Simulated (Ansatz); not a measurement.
TaSiH₆O₂F₃: geometry relaxation (part 3 of 3)

The same run, continued: TaSiH₆O₂F₃; RHF/def2-SVP (Ansatz 0.2.0). It belongs to a series of runs on one base structure; here: end point A relaxed.

Geometry of the input (Å):
```
Ta -0.2252  -0.3066  0.1075
F  1.6444  -0.6405  0.2930
O  -0.4066  -0.5140  1.9655
H  -0.3187  -0.4508  2.8996
F  0.2431  0.4270  -1.5722
F  -1.5096  1.0704  0.1683
O  -1.0468  -1.8517  -0.4924
H  -1.5052  -2.6537  -0.2900
Si 1.5440  2.6773  1.5618
H  1.9851  2.3071  2.9278
H  2.5620  3.5099  0.8832
H  0.2478  3.3828  1.6324
H  1.3812  1.4207  0.8095
```

### Trajectory as extended XYZ, continued
```
13
Properties=species:S:1:pos:R:3:forces:R:3 step=27 energy=-21679.04146
Ta   -0.4939   -0.6747    0.0815   -0.0308   0.0708  -0.0405
F     1.1572   -1.6114   -0.0398    0.0041  -0.0107  -0.0176
O    -0.3385   -0.7389    1.9471    0.0827  -0.0592   0.0802
H     0.2855   -1.0309    2.5980   -0.1010   0.0444  -0.1056
F     0.3054    0.6071   -1.0365   -0.0481  -0.0712   0.0681
F    -1.9713    0.4950    0.2186    0.0418  -0.0435  -0.0139
O    -1.4582   -2.0607   -0.6864    0.0384  -0.0109   0.0042
H    -1.6251   -2.9352   -1.0006    0.0115   0.0780   0.0302
Si    1.7477    3.2712    1.7572   -0.0097  -0.0281   0.0108
H     1.9648    3.7449    3.1452    0.0143   0.0021  -0.0211
H     2.9492    3.5520    0.9385   -0.0159  -0.0049   0.0148
H     0.5681    3.9520    1.1811   -0.0001   0.0058  -0.0117
H     1.5044    1.8077    1.7900    0.0127   0.0274   0.0020
13
Properties=species:S:1:pos:R:3:forces:R:3 step=28 energy=-21679.04289
Ta   -0.4948   -0.6690    0.0942   -0.0169   0.0259  -0.0568
F     1.1568   -1.6052   -0.0346    0.0011   0.0126  -0.0074
O    -0.3492   -0.7567    1.9596    0.0649  -0.0439   0.0452
H     0.2745   -1.0570    2.6059   -0.0729   0.0292  -0.0672
F     0.3082    0.6341   -0.9956   -0.0388  -0.0715   0.0626
F    -1.9792    0.4902    0.2360    0.0257  -0.0337  -0.0114
O    -1.4472   -2.0492   -0.6993    0.0249   0.0163   0.0121
H    -1.6064   -2.9195   -1.0281    0.0117   0.0640   0.0269
Si    1.7442    3.2665    1.7448    0.0401  -0.0172   0.0207
H     1.9721    3.7645    3.1223   -0.0052   0.0034  -0.0107
H     2.9458    3.5342    0.9215   -0.0232  -0.0136   0.0004
H     0.5661    3.9422    1.1602   -0.0083  -0.0091  -0.0078
H     1.5046    1.8030    1.8069   -0.0031   0.0375  -0.0067
13
Properties=species:S:1:pos:R:3:forces:R:3 step=29 energy=-21679.04485
Ta   -0.4951   -0.6472    0.1381   -0.0002  -0.0806  -0.0869
F     1.1649   -1.5689   -0.0115   -0.0256   0.0758   0.0219
O    -0.3883   -0.8229    2.0028   -0.0002   0.0179  -0.1583
H     0.2315   -1.1570    2.6330    0.0152  -0.0184   0.0387
F     0.3158    0.7305   -0.8543   -0.0639  -0.1505   0.0987
F    -2.0078    0.4703    0.2961    0.0167  -0.0157  -0.0060
O    -1.4071   -2.0048   -0.7436    0.0319   0.0726   0.0394
H    -1.5415   -2.8595   -1.1227    0.0289   0.1018   0.0502
Si    1.7457    3.2533    1.7066    0.0019  -0.0701   0.0074
H     1.9917    3.8432    3.0475    0.0035  -0.0212  -0.0762
H     2.9331    3.4554    0.8417   -0.0412  -0.0175   0.0532
H     0.5607    3.8893    1.0911    0.0008   0.0083   0.0104
H     1.4917    1.7963    1.8691    0.0324   0.0976   0.0076
13
Properties=species:S:1:pos:R:3:forces:R:3 step=30 energy=-21679.04716
Ta   -0.4938   -0.6454    0.1439    0.0441   0.0088  -0.0156
F     1.1760   -1.5490    0.0016   -0.0350   0.0208  -0.0102
O    -0.3901   -0.8384    2.0067   -0.0225   0.0056  -0.1201
H     0.2280   -1.1792    2.6357    0.0026  -0.0058   0.0166
F     0.3216    0.7428   -0.8289   -0.0760  -0.1172   0.0717
F    -2.0086    0.4682    0.3068    0.0185  -0.0003   0.0028
O    -1.4034   -1.9908   -0.7553    0.0526  -0.0058   0.0068
H    -1.5363   -2.8415   -1.1437    0.0190   0.0968   0.0471
Si    1.7353    3.2466    1.6961    0.0901  -0.0478   0.0817
H     2.0069    3.8707    3.0171   -0.0262  -0.0211  -0.0710
H     2.9233    3.4170    0.8256   -0.0618  -0.0121   0.0108
H     0.5501    3.8821    1.0800    0.0074  -0.0278   0.0005
H     1.4864    1.7950    1.9082   -0.0126   0.1058  -0.0211
13
Properties=species:S:1:pos:R:3:forces:R:3 step=31 energy=-21679.05006
Ta   -0.4857   -0.6348    0.1531   -0.0006   0.0505  -0.0111
F     1.1883   -1.5270    0.0101    0.0124  -0.0231  -0.0031
O    -0.3924   -0.8502    2.0122    0.0446  -0.0434   0.0179
H     0.2275   -1.1994    2.6363   -0.0460   0.0235  -0.0201
F     0.3280    0.7565   -0.8103   -0.0201  -0.0131   0.0115
F    -1.9963    0.4825    0.3254   -0.0068   0.0070   0.0041
O    -1.3894   -1.9682   -0.7635    0.0172  -0.0407  -0.0166
H    -1.5225   -2.8142   -1.1595    0.0017   0.0407   0.0194
Si    1.7248    3.2293    1.6912    0.0656  -0.0096   0.0543
H     2.0265    3.9040    2.9817   -0.0268  -0.0531  -0.0835
H     2.8965    3.3511    0.7911   -0.0491  -0.0239   0.0286
H     0.5394    3.8570    1.0685   -0.0045  -0.0135   0.0058
H     1.4507    1.7915    1.9578    0.0126   0.0987  -0.0072
13
Properties=species:S:1:pos:R:3:forces:R:3 step=32 energy=-21679.05200
Ta   -0.4772   -0.6190    0.1698   -0.0365  -0.0103   0.0340
F     1.2021   -1.4998    0.0231    0.0320  -0.0135  -0.0002
O    -0.4038   -0.8845    2.0237    0.0652  -0.0406   0.0270
H     0.2110   -1.2460    2.6464   -0.0592   0.0335  -0.0347
F     0.3340    0.7927   -0.7627    0.0230   0.0342  -0.0133
F    -1.9900    0.4930    0.3578   -0.0139  -0.0042   0.0010
O    -1.3635   -1.9367   -0.7838   -0.0031  -0.0063  -0.0126
H    -1.4909   -2.7745   -1.1972   -0.0042   0.0096   0.0045
Si    1.7142    3.2175    1.6735    0.0720  -0.0837   0.1045
H     2.0581    3.9516    2.9236   -0.0219  -0.0588  -0.1491
H     2.8658    3.2545    0.7358   -0.0981   0.0027   0.0810
H     0.5203    3.8270    1.0492    0.0149   0.0081  -0.0017
H     1.4152    1.8023    2.0345    0.0300   0.1293  -0.0404
13
Properties=species:S:1:pos:R:3:forces:R:3 step=33 energy=-21679.05394
Ta   -0.4711   -0.6113    0.1830   -0.0378  -0.0335   0.0234
F     1.2121   -1.4857    0.0324    0.0050   0.0038   0.0062
O    -0.4112   -0.9075    2.0337    0.0401  -0.0120  -0.0441
H     0.1989   -1.2749    2.6564   -0.0286   0.0139  -0.0051
F     0.3425    0.8186   -0.7221    0.0037   0.0019   0.0106
F    -1.9896    0.4921    0.3781    0.0028  -0.0079  -0.0012
O    -1.3484   -1.9158   -0.7981    0.0174   0.0154   0.0049
H    -1.4727   -2.7474   -1.2253   -0.0006   0.0192   0.0101
Si    1.7050    3.2050    1.6645    0.0885  -0.0243   0.0434
H     2.0802    3.9786    2.8805   -0.0358  -0.0881  -0.1115
H     2.8420    3.2055    0.7094   -0.0806  -0.0169   0.0762
H     0.5151    3.8173    1.0357   -0.0053  -0.0057   0.0105
H     1.3926    1.8038    2.0656    0.0312   0.1344  -0.0233
13
Properties=species:S:1:pos:R:3:forces:R:3 step=34 energy=-21679.05649
Ta   -0.4646   -0.6053    0.2023   -0.0075  -0.0160   0.0071
F     1.2249   -1.4688    0.0475   -0.0303   0.0151   0.0057
O    -0.4222   -0.9434    2.0469   -0.0047   0.0236  -0.1284
H     0.1802   -1.3173    2.6715    0.0133  -0.0135   0.0335
F     0.3546    0.8525   -0.6577   -0.0404  -0.0621   0.0430
F    -1.9924    0.4839    0.4052    0.0197  -0.0061  -0.0025
O    -1.3285   -1.8886   -0.8199    0.0454   0.0124   0.0164
H    -1.4480   -2.7105   -1.2679    0.0057   0.0470   0.0267
Si    1.6970    3.1985    1.6451    0.0560  -0.0210   0.0336
H     2.1100    4.0024    2.8259   -0.0233  -0.0586  -0.0763
H     2.8150    3.1395    0.6723   -0.0577  -0.0060   0.0538
H     0.5064    3.8128    1.0202   -0.0007   0.0027   0.0029
H     1.3630    1.8223    2.1025    0.0246   0.0825  -0.0154
13
Properties=species:S:1:pos:R:3:forces:R:3 step=35 energy=-21679.05851
Ta   -0.4604   -0.5986    0.2193    0.0074  -0.0061  -0.0115
F     1.2345   -1.4497    0.0618   -0.0085   0.0131   0.0012
O    -0.4329   -0.9764    2.0548   -0.0033   0.0193  -0.0809
H     0.1629   -1.3577    2.6815    0.0064  -0.0117   0.0265
F     0.3593    0.8831   -0.5984   -0.0315  -0.0572   0.0338
F    -1.9955    0.4783    0.4288    0.0005  -0.0004   0.0006
O    -1.3043   -1.8636   -0.8404    0.0233  -0.0024   0.0051
H    -1.4158   -2.6765   -1.3064    0.0046   0.0436   0.0257
Si    1.6866    3.1899    1.6293    0.0756  -0.0037   0.0199
H     2.1512    4.0283    2.7644   -0.0219  -0.0418  -0.0464
H     2.7796    3.0621    0.6358   -0.0557  -0.0042   0.0445
H     0.4986    3.8147    1.0099   -0.0047  -0.0089   0.0028
H     1.3317    1.8443    2.1537    0.0078   0.0604  -0.0213
13
Properties=species:S:1:pos:R:3:forces:R:3 step=36 energy=-21679.05936
Ta   -0.4588   -0.5977    0.2312   -0.0016   0.0171  -0.0137
F     1.2447   -1.4303    0.0716   -0.0058   0.0009   0.0039
O    -0.4449   -1.0073    2.0588    0.0216  -0.0038  -0.0306
H     0.1434   -1.3949    2.6894   -0.0127   0.0018   0.0050
F     0.3567    0.9047   -0.5509   -0.0286  -0.0381   0.0203
F    -2.0040    0.4640    0.4463    0.0024   0.0006  -0.0033
O    -1.2843   -1.8482   -0.8586    0.0203  -0.0103   0.0015
H    -1.3885   -2.6533   -1.3392    0.0010   0.0293   0.0166
Si    1.6868    3.1921    1.6205    0.0314  -0.0419  -0.0077
H     2.1968    4.0557    2.7165   -0.0127  -0.0455  -0.0526
H     2.7492    2.9951    0.6044   -0.0533   0.0173   0.0714
H     0.4983    3.8220    1.0077    0.0044   0.0187  -0.0023
H     1.3001    1.8763    2.1962    0.0336   0.0539  -0.0084
13
Properties=species:S:1:pos:R:3:forces:R:3 step=37 energy=-21679.05998
Ta   -0.4633   -0.6008    0.2334   -0.0101  -0.0015  -0.0018
F     1.2464   -1.4210    0.0747   -0.0031   0.0032  -0.0005
O    -0.4519   -1.0223    2.0578    0.0234  -0.0055  -0.0100
H     0.1338   -1.4111    2.6902   -0.0202   0.0081  -0.0059
F     0.3438    0.9112   -0.5368   -0.0101  -0.0126   0.0109
F    -2.0157    0.4505    0.4491    0.0039  -0.0051  -0.0008
O    -1.2761   -1.8501   -0.8668    0.0150  -0.0002   0.0048
H    -1.3742   -2.6526   -1.3521   -0.0018   0.0127   0.0063
Si    1.6874    3.1975    1.6175    0.0705  -0.0283   0.0276
H     2.2251    4.0655    2.6954   -0.0198  -0.0191  -0.0343
H     2.7413    2.9727    0.5998   -0.0577   0.0093   0.0403
H     0.5040    3.8416    1.0091    0.0050  -0.0045  -0.0027
H     1.2948    1.8970    2.2226    0.0050   0.0435  -0.0338
13
Properties=species:S:1:pos:R:3:forces:R:3 step=38 energy=-21679.06050
Ta   -0.4690   -0.6038    0.2369   -0.0078  -0.0029   0.0022
F     1.2469   -1.4109    0.0784   -0.0018   0.0060  -0.0018
O    -0.4593   -1.0347    2.0587    0.0145  -0.0005  -0.0094
H     0.1248   -1.4234    2.6926   -0.0142   0.0044  -0.0015
F     0.3286    0.9185   -0.5221   -0.0012  -0.0066   0.0042
F    -2.0294    0.4359    0.4531    0.0025  -0.0099   0.0003
O    -1.2685   -1.8531   -0.8726    0.0084   0.0034   0.0054
H    -1.3601   -2.6534   -1.3626   -0.0026   0.0062   0.0021
Si    1.6938    3.2022    1.6167    0.0295  -0.0064   0.0032
H     2.2426    4.0706    2.6867   -0.0090  -0.0125  -0.0065
H     2.7390    2.9647    0.5965   -0.0165  -0.0004   0.0117
H     0.5166    3.8574    1.0076   -0.0021  -0.0071   0.0025
H     1.2895    1.9081    2.2241    0.0004   0.0264  -0.0126
13
Properties=species:S:1:pos:R:3:forces:R:3 step=39 energy=-21679.06084
Ta   -0.4785   -0.6077    0.2431   -0.0063   0.0032   0.0005
F     1.2500   -1.3880    0.0841   -0.0093   0.0036   0.0022
O    -0.4724   -1.0544    2.0606    0.0102  -0.0006  -0.0088
H     0.1081   -1.4422    2.6980   -0.0047   0.0001   0.0057
F     0.3014    0.9329   -0.4965   -0.0034   0.0009  -0.0003
F    -2.0555    0.4066    0.4608    0.0087  -0.0087  -0.0041
O    -1.2545   -1.8572   -0.8824    0.0068  -0.0009   0.0039
H    -1.3346   -2.6536   -1.3807   -0.0027   0.0044   0.0005
Si    1.7058    3.2104    1.6108   -0.0326  -0.0019   0.0118
H     2.2723    4.0735    2.6738    0.0105   0.0123   0.0061
H     2.7392    2.9467    0.5882    0.0162  -0.0015  -0.0165
H     0.5349    3.8804    1.0052    0.0080   0.0012  -0.0030
H     1.2794    1.9307    2.2291   -0.0012  -0.0121   0.0019
13
Properties=species:S:1:pos:R:3:forces:R:3 step=40 energy=-21679.06103
Ta   -0.4853   -0.6084    0.2480   -0.0058   0.0030  -0.0064
F     1.2536   -1.3655    0.0892   -0.0149   0.0052   0.0021
O    -0.4810   -1.0685    2.0618    0.0078   0.0007  -0.0083
H     0.0966   -1.4549    2.7025   -0.0026   0.0005   0.0040
F     0.2780    0.9481   -0.4762   -0.0076  -0.0060   0.0031
F    -2.0765    0.3837    0.4660    0.0144  -0.0082  -0.0043
O    -1.2412   -1.8586   -0.8904    0.0094  -0.0015   0.0057
H    -1.3118   -2.6517   -1.3954   -0.0017   0.0080   0.0028
Si    1.7116    3.2119    1.6082   -0.0221   0.0087  -0.0084
H     2.3002    4.0781    2.6571    0.0037   0.0012   0.0081
H     2.7340    2.9231    0.5807    0.0116  -0.0050  -0.0077
H     0.5490    3.8960    1.0020    0.0056  -0.0018   0.0031
H     1.2682    1.9447    2.2403    0.0021  -0.0048   0.0061
13
Properties=species:S:1:pos:R:3:forces:R:3 step=41 energy=-21679.06113
Ta   -0.4927   -0.6085    0.2507   -0.0008   0.0056  -0.0092
F     1.2556   -1.3437    0.0919   -0.0140   0.0090  -0.0003
O    -0.4867   -1.0767    2.0620    0.0026   0.0021  -0.0056
H     0.0896   -1.4599    2.7056   -0.0014   0.0012   0.0017
F     0.2525    0.9618   -0.4634   -0.0055  -0.0143   0.0059
F    -2.0967    0.3629    0.4682    0.0137  -0.0099  -0.0027
O    -1.2297   -1.8624   -0.8958    0.0059  -0.0040   0.0039
H    -1.2910   -2.6534   -1.4054   -0.0007   0.0119   0.0055
Si    1.7175    3.2128    1.6065   -0.0066   0.0042  -0.0085
H     2.3230    4.0789    2.6466   -0.0006  -0.0047  -0.0003
H     2.7319    2.9012    0.5766    0.0009   0.0008   0.0029
H     0.5622    3.9090    0.9999    0.0059  -0.0039   0.0042
H     1.2600    1.9562    2.2505    0.0008   0.0019   0.0026
```

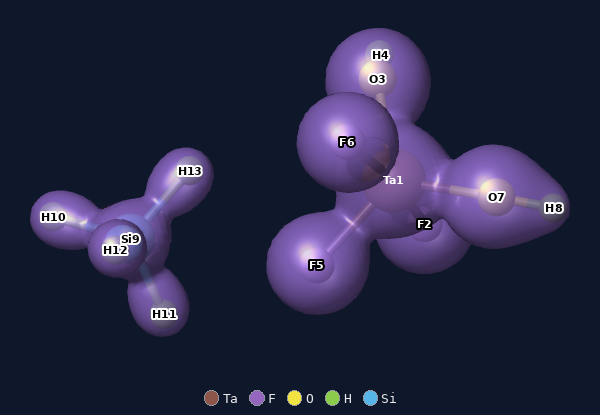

**Figure 1.** Isosurface of the total electron density at 0.6 e/Å³ (purple), seen at an oblique angle. At this value the surface falls into two separate pieces. It is pinched off along the Si···F (3.39 Å) contacts. On the grid the lowest density along these lines, outside the cores, is 0.03 e/Å³ (Si···F, 3.39 Å), 1 e/Å³ (Ta–O, 1.85 Å), 0.94 e/Å³ (Ta–F, 1.88 Å) and 2.4 e/Å³ (O–H, 0.94 Å).

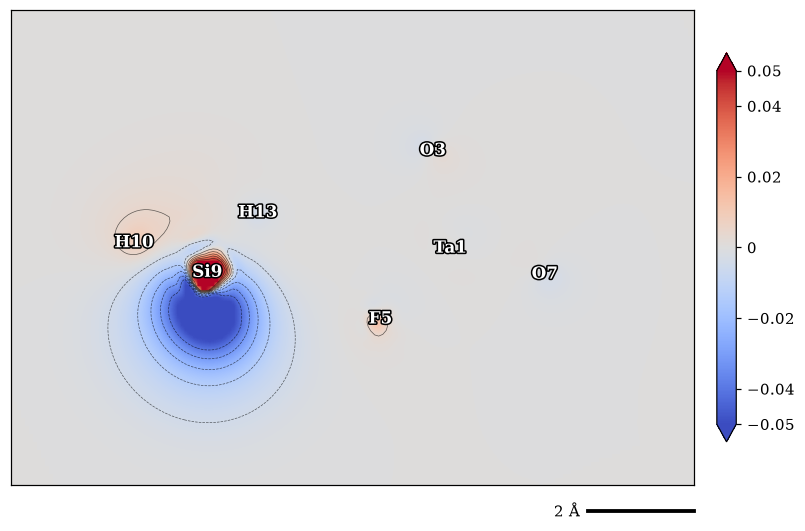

**Figure 2.** One frontier orbital on the plane of atoms O3, Ta1 and F5 (values in Å⁻³ᐟ²; the overall sign is arbitrary). The HOMO−1, at −13.06 eV. It lies mainly on Si9 (45 %), H11 (25 %) and H12 (25 %).

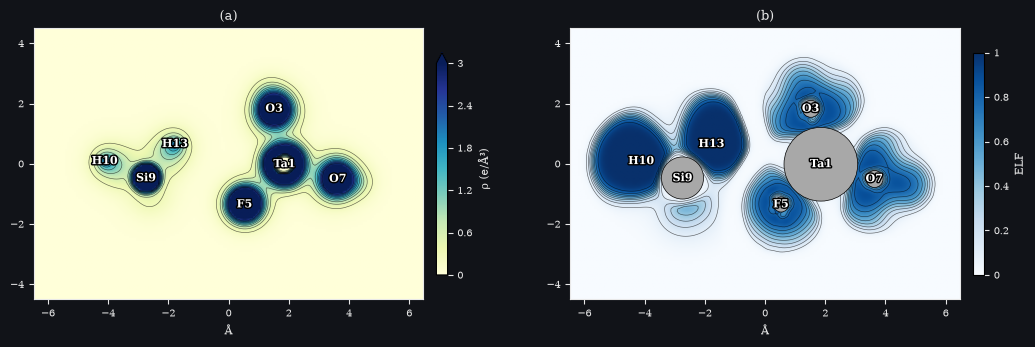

**Figure 3.** (a) total electron density; (b) ELF on the plane of atoms O3, Ta1 and F5. Grey discs, where drawn, cover atomic cores. Atoms in the plane: Ta, O, F, Si and H. Ta–F (1.88 Å): ρ is about 0.97 e/Å³ halfway; the ELF peaks at about 0.85 in the valence shell of F, 0.5 Å from its nucleus, and drops to about 0.20 between the two atoms.

### Summary

| quantity | value |
| --- | --- |
| outcome | converged |
| total energy | −21679.0611 eV |
| mean-field energy | −21679.0611 eV |
| largest force (length of the vector) at the end | 0.017 eV/Å |
| wall time | 2.8 min (CPU time 9.8 min) |
| peak memory | 0.46 GiB |
